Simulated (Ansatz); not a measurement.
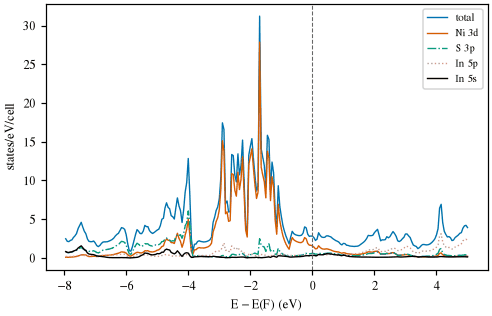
Figure. Total and projected density of states of In2Ni3S2 in space group R-3m (No. 166; In on 3b, In on 3a, Ni on 9d, S on 6c), r²SCAN (plane waves, PAW; program Ansatz)

Task: Which orbitals carry the states next to the Fermi level?

Result: Within 0.5 eV of the Fermi level: Ni 3d 56 %, S 3p 17 %, In 5p 11 %, In 5s 11 %. Projections are on Löwdin-orthogonalised atomic valence shells; empty p or d shells of many metals are not among them.

Task: Where is the tallest occupied peak in this window, and what makes it?

Result: Near -1.7 eV, about 31 states/eV per cell; the largest projected share is Ni 3d.

The workflow started from a Materials Project entry (that database holds measured and hypothetical structures alike); the Crystallography Open Database copy checked does not list it. Whether it is the stable phase at ambient conditions was not checked. The r²SCAN relaxation kept the symmetry of its start; its stability against distortions is not shown here. No spin polarisation was allowed. Scalar-relativistic: spin–orbit coupling is off unless named, which matters more the heavier the elements.

Potentials: the later of the program's two PAW sets.
